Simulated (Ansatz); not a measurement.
# BAs (triplet): correlated methods under varied settings

Aim: run BAs (triplet) at one geometry under a spread of methods and options, and see what each costs and gives.

The runs use Ansatz 0.2.0, Gaussian basis; the settings change from run to run.

11 further runs of the same task are left out: 2 that didn't finish, 9 set aside as unsound or not needed.

## Step 1: What is computed

The geometry is a PBE0/def2-TZVPD stationary point (not a proven minimum) of the parent state, kept for this charge and spin. No spin-orbit coupling is included. The filled d shell of As may be among the frozen orbitals whatever the setting's name suggests; the logs give the count.

2 atoms, charge 0, spin multiplicity 3.

Atoms are counted from 1 here; the program's logs count them from 0.

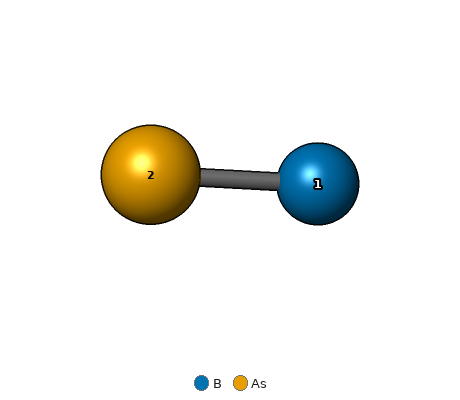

The structure; boron blue, arsenic amber; atoms are numbered from 1 in the order of the file.

## Step 2: CISD/aug-cc-pVDZ

in.yaml

```yaml
crystal:
  periodic: [false, false, false]
  atoms:
    - {symbol: B, position_ang: [0.000000, 0.000000, 0.000000]}
    - {symbol: As, position_ang: [0.000000, 0.000000, 1.795100]}
basis:
  gaussian: {orbitals: aug-cc-pVDZ, fitting: {mean_field: def2-universal-jkfit}}
magnetization: {spin_polarized: false, initial_magnetization: 2}
correlation: {active_space: {ras: {orbitals: [3, 2, 39], electrons: 8, max_holes: 2, max_particles: 2}, fixed_orbitals: true}}
accuracy: high
```

Launch:

```bash
> ansatz run in.yaml --threads 1 --pin off --events-out ev --progress --plain --max-ram 2393MiB
```

Log:

```text
Functional definition: HF
  name "HF"
  cite "Fock, Z. Phys. 61, 126 (1930) doi:10.1007/BF01340294"
  parent pbe
  exchange = exact_x
  correlation = 0
341 factors; integrals over basis functions are off by at most 1.8e-1 eV
mean field evaluation 1: about -61462.5150 eV, gradient 6.1e0 eV
mean field evaluation 2: about -61463.0364 eV, gradient 3.0e0 eV
mean field evaluation 4: about -61463.3260 eV, gradient 9.9e-1 eV
mean field evaluation 8: about -61463.3475 eV, gradient 1.1e-6 eV
mean field evaluation 16: about -61463.3474 eV, gradient 4.8e-2 eV
mean field -61463.34746015 eV, -2258.7363578073 hartree, gradient 7.2e-9 eV, S^2 2.000000; 5 other end points of the search recorded, 0 dependent functions left out
reference -61463.34746015 eV, -2258.7363578073 hartree; 20, 18 occupied and 39, 41 virtual orbitals, 341 factors
state -61467.64403972 eV, -2258.8942541942 hartree
Total energy: -61467.64403972 eV, -2258.8942541942 hartree
```

Wall time 5.5 s (1 thread of AMD EPYC, shared host).

From the report: 32,542 determinants.

## Step 3: MRCISD+Q(relaxed)(4,6)/cc-pVDZ

in.yaml

```yaml
crystal:
  periodic: [false, false, false]
  atoms:
    - {symbol: B, position_ang: [0.000000, 0.000000, 0.000000]}
    - {symbol: As, position_ang: [0.000000, 0.000000, 1.795100]}
basis:
  gaussian: {orbitals: cc-pVDZ, point_charges: [{charge: -1.00, position_ang: [4.817, -0.904, -0.563]}]}
magnetization: {spin_polarized: false, initial_magnetization: 2}
correlation: {method: fic_mrcisd_q_relaxed, electrons: outside_noble_gas, active_space: {window: {electrons: 4, orbitals: 6}}}
```

Launched as before.

Log, shortened:

```text
Functional definition: HF
  name "HF"
  cite "Fock, Z. Phys. 61, 126 (1930) doi:10.1007/BF01340294"
  parent pbe
[...]
462 factors; integrals over basis functions are off by at most 1.2e-3 eV
[...]
mean field -61463.38415457 eV, -2258.7377063023 hartree, gradient 1.9e-6 eV, S^2 2.000000; 6 other end points of the search recorded, 0 dependent functions left out
reference -61463.38415457 eV, -2258.7377063023 hartree; 20, 18 occupied and 21, 23 virtual orbitals, 462 factors
state -61464.36267878 eV, -2258.7736664039 hartree
contracted CI cycle   1: correlation -0.00000000 eV, -0.0000000000 hartree, residual 1.24e1 eV
contracted CI cycle   2: correlation -3.20218099 eV, -0.1176779808 hartree, residual 2.51e0 eV
contracted CI cycle   3: correlation -3.35546455 eV, -0.1233110478 hartree, residual 9.46e-1 eV
contracted CI cycle   4: correlation -3.37938207 eV, -0.1241900006 hartree, residual 4.86e-1 eV
contracted CI cycle   5: correlation -3.38590629 eV, -0.1244297609 hartree, residual 2.84e-1 eV
contracted CI cycle   6: correlation -3.38824603 eV, -0.1245157448 hartree, residual 1.62e-1 eV
contracted CI cycle   7: correlation -3.38908270 eV, -0.1245464919 hartree, residual 8.95e-2 eV
contracted CI cycle   8: correlation -3.38934149 eV, -0.1245560025 hartree, residual 4.70e-2 eV
contracted CI cycle   9: correlation -3.38940492 eV, -0.1245583335 hartree, residual 2.28e-2 eV
contracted CI cycle  10: correlation -3.38941804 eV, -0.1245588156 hartree, residual 1.09e-2 eV
contracted CI cycle  11: correlation -3.38942111 eV, -0.1245589282 hartree, residual 5.39e-3 eV
contracted CI cycle  12: correlation -3.38942191 eV, -0.1245589578 hartree, residual 2.57e-3 eV
contracted CI cycle  13: correlation -3.38942211 eV, -0.1245589650 hartree, residual 1.23e-3 eV
state -61464.36267878 eV, -2258.7736664039 hartree; corrected -61468.07271819 eV, -2258.9100078373 hartree
Total energy: -61468.07271819 eV, -2258.9100078373 hartree
```

Run time: 10 s. Hardware: 1 thread of AMD EPYC, shared host.

From the report: 225 determinants; active occupations 1.92, 1.00, 0.98, 0.07, 0.03, 0.01.

## Step 4: CCSDT/cc-pVDZ

in.yaml

```yaml
crystal:
  periodic: [false, false, false]
  atoms:
    - {symbol: B, position_ang: [0.000000, 0.000000, 0.000000]}
    - {symbol: As, position_ang: [0.000000, 0.000000, 1.795100]}
basis:
  gaussian: {orbitals: cc-pVDZ}
magnetization: {spin_polarized: false, initial_magnetization: 2}
hamiltonian: {xc: {name: r2SCAN}}
correlation: {method: ccsdt, electrons: outside_noble_gas}
```

Same command.

Log, shortened:

```text
Functional definition: r2SCAN
  name "r2SCAN"
  cite "Furness, Kaplan, Ning, Perdew & Sun, J. Phys. Chem. Lett. 11, 8208 (2020) doi:10.1021/acs.jpclett.0c02405"
  cite "Furness, Kaplan, Ning, Perdew & Sun, J. Phys. Chem. Lett. 11, 9248 (2020) doi:10.1021/acs.jpclett.0c03077"
  parent r2scan
[...]
765 factors; integrals over basis functions are off by at most 2.3e-7 eV
[...]
mean field -61511.90935816 eV, -2260.5209746428 hartree, gradient 2.9e-6 eV, S^2 2.000000; 2 other end points of the search recorded, 0 dependent functions left out
[...]
15 core orbitals not correlated: weight in the atoms' cores, before any rotation towards them, 1.000 or more for the frozen orbitals, at most 0.000 for the correlated occupied ones
reference -61462.87493550 eV, -2258.7189928467 hartree; 5, 3 occupied and 21, 23 virtual orbitals, 765 factors
second order -4.01824370 eV of doubles, -0.22123849 eV of singles
cycle   1  -4.37845551 eV  change   -1.4e-1 eV  update   1.0e-1
[...]
cycle  23  -4.92000384 eV  change    2.6e-7 eV  update   2.3e-7
Total energy: -61467.79493935 eV, -2258.8997996531 hartree
```

Run time: 15 s. Hardware: 1 thread of AMD EPYC, shared host.

From the report: correlation -4.9200 eV; T1 0.019; largest double amplitude 0.13. The orbitals are Kohn-Sham ones, so correlation energy and T1 don't compare with those on Hartree-Fock orbitals.

## Step 5: HF/aug-cc-pVDZ

in.yaml

```yaml
crystal:
  periodic: [false, false, false]
  atoms:
    - {symbol: B, position_ang: [0.000000, 0.000000, 0.000000]}
    - {symbol: As, position_ang: [0.000000, 0.000000, 1.795100]}
basis:
  gaussian: {orbitals: aug-cc-pVDZ}
magnetization: {spin_polarized: false, initial_magnetization: 2}
hamiltonian: {xc: hf}
scf: {lower_state_search: off}
output: {orbitals: {seedname: orbitals}}
```

Launched as before.

Log:

```text
Functional definition: HF
  name "HF"
  cite "Fock, Z. Phys. 61, 126 (1930) doi:10.1007/BF01340294"
  parent pbe
  exchange = exact_x
  correlation = 0
these checks for a lower state are left out or cut short: stability, starts, cluster_reference, orbital_swaps, neighbouring_geometries, increment
659 factors; integrals over basis functions are off by at most 1.1e-3 eV
mean field evaluation 1: about -61462.5169 eV, gradient 6.1e0 eV
mean field evaluation 2: about -61462.5175 eV, gradient 6.1e0 eV
mean field evaluation 4: about -61463.2674 eV, gradient 1.7e0 eV
mean field evaluation 8: about -61463.3486 eV, gradient 2.3e-1 eV
mean field -61463.34921970 eV, -2258.7364224697 hartree, gradient 2.9e-6 eV, S^2 2.000000; 0 other end points of the search recorded, 0 dependent functions left out
reference -61463.34921970 eV, -2258.7364224697 hartree; 20, 18 occupied and 39, 41 virtual orbitals, 659 factors
Total energy: -61463.34921970 eV, -2258.7364224697 hartree
Checks for a lower state left out: stability, starts, cluster_reference, orbital_swaps, neighbouring_geometries, increment
```

Wall time 1.4 s (1 thread of AMD EPYC, shared host).

## Step 6: BCCD on UHF/def2-SVPD

in.yaml

```yaml
crystal:
  periodic: [false, false, false]
  atoms:
    - {symbol: B, position_ang: [0.000000, 0.000000, 0.000000]}
    - {symbol: As, position_ang: [0.000000, 0.000000, 1.795100]}
basis:
  gaussian: {orbitals: def2-SVPD}
magnetization: {spin_polarized: true, initial_magnetization: 2}
correlation: {method: bccd, electrons: outside_noble_gas}
```

Launched as before.

Log, shortened:

```text
Functional definition: HF
  name "HF"
  cite "Fock, Z. Phys. 61, 126 (1930) doi:10.1007/BF01340294"
  parent pbe
[...]
558 factors; integrals over basis functions are off by at most 6.9e-4 eV
[...]
mean field -61456.04780561 eV, -2258.4681004507 hartree, gradient 9.9e-6 eV, S^2 2.206606; 13 other end points of the search recorded, 0 dependent functions left out
determinant -61456.04780561 eV, -2258.4681004507 hartree, with singles and doubles -61460.45455907 eV, -2258.6300456535 hartree
determinant -61454.94017670 eV, -2258.4273958390 hartree, with singles and doubles -61459.26364507 eV, -2258.5862803713 hartree
determinant -61453.74756791 eV, -2258.3835682746 hartree, with singles and doubles -61457.23409638 eV, -2258.5116958327 hartree
determinant -61453.40965094 eV, -2258.3711500549 hartree, with singles and doubles -61457.77708720 eV, -2258.5316503770 hartree
determinant -61453.14188381 eV, -2258.3613097944 hartree, with singles and doubles -61456.93903878 eV, -2258.5008526659 hartree
15 core orbitals not correlated: weight in the atoms' cores, before any rotation towards them, 1.000 or more for the frozen orbitals, at most 0.000 for the correlated occupied ones
reference -61456.04780561 eV, -2258.4681004507 hartree; 5, 3 occupied and 38, 40 virtual orbitals, 558 factors
second order -3.59840009 eV of doubles, -0.00000000 eV of singles
cycle   1  -4.39462410 eV  change   -1.2e-1 eV  update   3.4e-2
[...]
cycle  13  -4.40515644 eV  change    1.5e-6 eV  update   5.7e-6
WARN: the results are in doubt because among natural orbitals full CI differs from the method by -0.089 eV
Total energy: -61460.45296205 eV, -2258.6299869641 hartree
In doubt: among natural orbitals full CI differs from the method by -0.089 eV
```

It took 22 s on 1 thread of AMD EPYC, shared host.

From the report: ⟨S²⟩ of the determinant 2.207 (pure triplet: 2.00); correlation -4.4052 eV; largest double amplitude 0.10. The program marks this result as in doubt; its last lines say why.

## Step 7: CCSDT on ROHF/cc-pVDZ

in.yaml

```yaml
crystal:
  periodic: [false, false, false]
  atoms:
    - {symbol: B, position_ang: [0.000000, 0.000000, 0.000000]}
    - {symbol: As, position_ang: [0.000000, 0.000000, 1.795100]}
basis:
  gaussian: {orbitals: cc-pVDZ}
magnetization: {spin_polarized: false, initial_magnetization: 2}
correlation: {method: ccsdt, electrons: outside_noble_gas}
accuracy: high
```

Launched as before.

Log, shortened:

```text
Functional definition: HF
  name "HF"
  cite "Fock, Z. Phys. 61, 126 (1930) doi:10.1007/BF01340294"
  parent pbe
[...]
776 factors; integrals over basis functions are off by at most 4.5e-9 eV
[...]
mean field -61463.28058358 eV, -2258.7339001387 hartree, gradient 5.4e-8 eV, S^2 2.000000; 6 other end points of the search recorded, 0 dependent functions left out
[...]
determinant -61463.28058358 eV, -2258.7339001387 hartree, with singles and doubles -61467.70729761 eV, -2258.8965788786 hartree
determinant -61462.19188251 eV, -2258.6938911124 hartree, with singles and doubles -61466.46236810 eV, -2258.8508285632 hartree
determinant -61460.01721814 eV, -2258.6139736708 hartree, with singles and doubles -61464.96177304 eV, -2258.7956827117 hartree
15 core orbitals not correlated: weight in the atoms' cores, before any rotation towards them, 1.000 or more for the frozen orbitals, at most 0.000 for the correlated occupied ones
reference -61463.28058358 eV, -2258.7339001387 hartree; 5, 3 occupied and 21, 23 virtual orbitals, 776 factors
second order -3.72053315 eV of doubles, -0.05366993 eV of singles
cycle   1  -4.14596222 eV  change   -3.7e-1 eV  update   1.0e-1
[...]
cycle  34  -4.70982902 eV  change   1.7e-10 eV  update  8.3e-10
Total energy: -61467.99041261 eV, -2258.9069831629 hartree
```

Run time: 14 s. Hardware: 1 thread of AMD EPYC, shared host.

From the report: correlation -4.7098 eV; T1 0.036; largest double amplitude 0.13.

## Step 8: CASSCF(8,6)/6-31G

in.yaml

```yaml
crystal:
  periodic: [false, false, false]
  atoms:
    - {symbol: B, position_ang: [0.000000, 0.000000, 0.000000]}
    - {symbol: As, position_ang: [0.000000, 0.000000, 1.795100]}
basis:
  gaussian: {orbitals: 6-31G}
magnetization: {spin_polarized: false, initial_magnetization: 2}
correlation: {active_space: {window: {electrons: 8, orbitals: 6}, states: [{multiplicity: 3, weights: [1, 0.5, 0.5]}, {multiplicity: 5, weights: [1]}]}}
```

Same command.

Log, shortened:

```text
Functional definition: HF
  name "HF"
  cite "Fock, Z. Phys. 61, 126 (1930) doi:10.1007/BF01340294"
  parent pbe
[...]
632 factors; integrals over basis functions are off by at most 1.4e-7 eV
[...]
mean field -61454.25737382 eV, -2258.4023032962 hartree, gradient 3.1e-6 eV, S^2 2.000000; 6 other end points of the search recorded, 0 dependent functions left out
reference -61454.25737382 eV, -2258.4023032962 hartree; 20, 18 occupied and 18, 20 virtual orbitals, 632 factors
state -61455.01760571 eV, -2258.4302413029 hartree
state -61454.51066604 eV, -2258.4116116135 hartree
state -61453.24486190 eV, -2258.3650941692 hartree
state -61452.69271084 eV, -2258.3448029920 hartree
Total energy: -61453.86269351 eV, -2258.3877990621 hartree
```

Run time: 4.9 s. Hardware: 1 thread of AMD EPYC, shared host.

From the report: 225 determinants; active occupations (of the averaged states) 2.00, 1.98, 1.28, 1.17, 1.16, 0.42.

## Step 9: BCCD(T) on ROHF/aug-cc-pVDZ

in.yaml

```yaml
crystal:
  periodic: [false, false, false]
  atoms:
    - {symbol: B, position_ang: [0.000000, 0.000000, 0.000000]}
    - {symbol: As, position_ang: [0.000000, 0.000000, 1.795100]}
basis:
  gaussian: {orbitals: aug-cc-pVDZ}
magnetization: {spin_polarized: false, initial_magnetization: 2}
correlation: {method: bccd_t, electrons: outside_noble_gas}
accuracy: high
scf: {lower_state_search: off}
output: {forces: true}
```

The command is unchanged.

Log, shortened:

```text
Functional definition: HF
  name "HF"
  cite "Fock, Z. Phys. 61, 126 (1930) doi:10.1007/BF01340294"
  parent pbe
[...]
1032 factors; integrals over basis functions are off by at most 4.5e-9 eV
[...]
mean field -61463.34925150 eV, -2258.7364236380 hartree, gradient 2.1e-8 eV, S^2 2.000000; 0 other end points of the search recorded, 0 dependent functions left out
15 core orbitals not correlated: weight in the atoms' cores, before any rotation towards them, 1.000 or more for the frozen orbitals, at most 0.000 for the correlated occupied ones
reference -61463.34925150 eV, -2258.7364236380 hartree; 5, 3 occupied and 39, 41 virtual orbitals, 1032 factors
second order -3.83793343 eV of doubles, -0.05596277 eV of singles
cycle   1  -4.29068979 eV  change   -4.0e-1 eV  update   8.5e-2
[...]
cycle  30  -4.53127606 eV  change  -1.4e-10 eV  update  8.3e-10
perturbative correction -0.27560082 eV, -0.0101281435 hartree
[...]
Total energy: -61468.15612838 eV, -2258.9130731053 hartree
Atom 0 at     0.000000     0.000000     0.000000 Å, force     0.000000    -0.000000    -2.581945 eV/Å
Atom 1 at     0.000000     0.000000     1.795100 Å, force    -0.000000     0.000000     2.581945 eV/Å
Dipole moment:    -0.000000    -0.000000     0.064139 e Å
Checks for a lower state left out: starts, cluster_reference, orbital_swaps, neighbouring_geometries, increment
```

Run time: 25 s. Hardware: 1 thread of AMD EPYC, shared host; peak memory 0.39 GiB.

From the report: correlation -4.8069 eV; largest double amplitude 0.06.

## Step 10: CISD/aug-cc-pVDZ

in.yaml: that of step 9 with these lines changed.

```diff
@@ -8,5 +8,3 @@
 magnetization: {spin_polarized: false, initial_magnetization: 2}
-correlation: {method: bccd_t, electrons: outside_noble_gas}
-accuracy: high
-scf: {lower_state_search: off}
+correlation: {active_space: {ras: {orbitals: [8, 2, 39], electrons: 18, max_holes: 2, max_particles: 2}, fixed_orbitals: true}}
 output: {forces: true}
```

Launched as before.

Log, shortened:

```text
Functional definition: HF
  name "HF"
  cite "Fock, Z. Phys. 61, 126 (1930) doi:10.1007/BF01340294"
  parent pbe
[...]
659 factors; integrals over basis functions are off by at most 1.1e-3 eV
[...]
mean field -61463.34921970 eV, -2258.7364224697 hartree, gradient 2.9e-6 eV, S^2 2.000000; 5 other end points of the search recorded, 0 dependent functions left out
reference -61463.34921970 eV, -2258.7364224697 hartree; 20, 18 occupied and 39, 41 virtual orbitals, 659 factors
state -61468.09903689 eV, -2258.9109750316 hartree
[...]
Total energy: -61468.09903689 eV, -2258.9109750316 hartree
Atom 0 at     0.000000     0.000000     0.000000 Å, force     0.000000    -0.000000    -2.028665 eV/Å
Atom 1 at     0.000000     0.000000     1.795100 Å, force    -0.000000     0.000000     2.028665 eV/Å
Dipole moment:     0.000000     0.000000     0.017822 e Å
```

Wall time 72 s (1 thread of AMD EPYC, shared host); peak memory 0.28 GiB.

From the report: 208,548 determinants.

## Step 11: All runs side by side

Where basis and cores are those of an earlier UCCSDT(Q)/aug-cc-pVDZ run (-61468.2269 eV), and the state is the same kind, the miss against it is given. † marks a result that the program doubts.

```
                                                 level         correlated  functions  energy (eV)  from UCCSDT(Q) (meV)   time
                                      CISD/aug-cc-pVDZ  outside noble gas         59  -61467.6440                 582.9  5.5 s
MRCISD+Q(relaxed)(4,6)/cc-pVDZ (beside a point charge)  outside noble gas         41  -61468.0727                         10 s
                    CCSDT/cc-pVDZ (on r2SCAN orbitals)  outside noble gas         41  -61467.7949                         15 s
                                        HF/aug-cc-pVDZ                            59  -61463.3492                4877.7  1.4 s
                               BCCD on UHF/def2-SVPD †  outside noble gas         58  -61460.4530                         22 s
                                 CCSDT on ROHF/cc-pVDZ  outside noble gas         41  -61467.9904                         14 s
            CASSCF(8,6)/6-31G (mean of several states)                            38  -61453.8627                        4.9 s
                           BCCD(T) on ROHF/aug-cc-pVDZ  outside noble gas         59  -61468.1561                  70.8   25 s
                                      CISD/aug-cc-pVDZ            valence         59  -61468.0990                         72 s
```

## Step 12: Outcome

| quantity | value |
| --- | --- |
| runs | 9 |
| quickest | HF/aug-cc-pVDZ, 1.4 s |
| slowest | CISD/aug-cc-pVDZ, 72 s |

In words: Total energies in different bases, with other cores or another treatment of relativity can't be set against each other. CISD/aug-cc-pVDZ took 50 times as long as HF/aug-cc-pVDZ; the jobs differ in more than the method. Among the correlated runs with a miss given, it spans +71 to +583 meV. Hartree-Fock, CASSCF and CASCI lack dynamic correlation by design.
